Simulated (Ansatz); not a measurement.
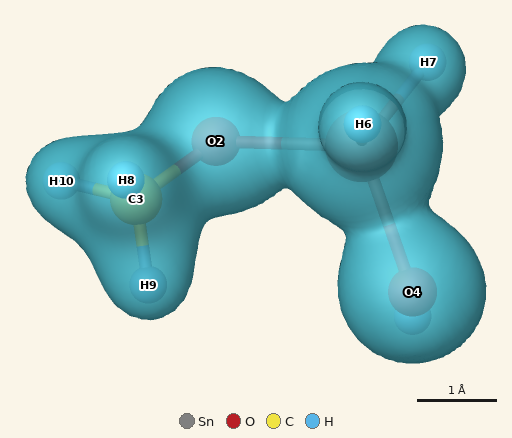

CH$_{6}$O$_{2}$Sn. Isosurface of the electron density at 0.4 e/Å³ (cyan), seen at a tilt.

Core potentials replace the inner electrons of Sn.

Method: RKS PBE0-D4/def2-SVP (Ansatz 0.2.0).

```xyz
10

Sn   -0.6143   -0.0054    1.2109
O    -0.7310   -0.2928   -0.7492
C     0.4077   -0.5970   -1.5003
O     0.5433    1.5763    1.5202
H     0.1927    2.3743    1.1069
H     0.2467   -1.2798    1.9511
H    -2.2325    0.2889    1.6651
H     0.9342   -1.5071   -1.1468
H     1.1486    0.2262   -1.5129
H     0.1046   -0.7833   -2.5449
```

Question: How is the density connected at this value?

Answer: At this value the surface is in one piece. It bridges the shortest C–O (1.40 Å), Sn–O (1.98 Å), O–H (0.96 Å) and C–H (1.10 Å) contacts, where the density stays above the isovalue. On the grid the lowest density along these lines, outside the cores, is 1.8 e/Å³ (C–O, 1.40 Å), 0.72 e/Å³ (Sn–O, 1.98 Å), 2.3 e/Å³ (O–H, 0.96 Å) and 1.8 e/Å³ (C–H, 1.10 Å).
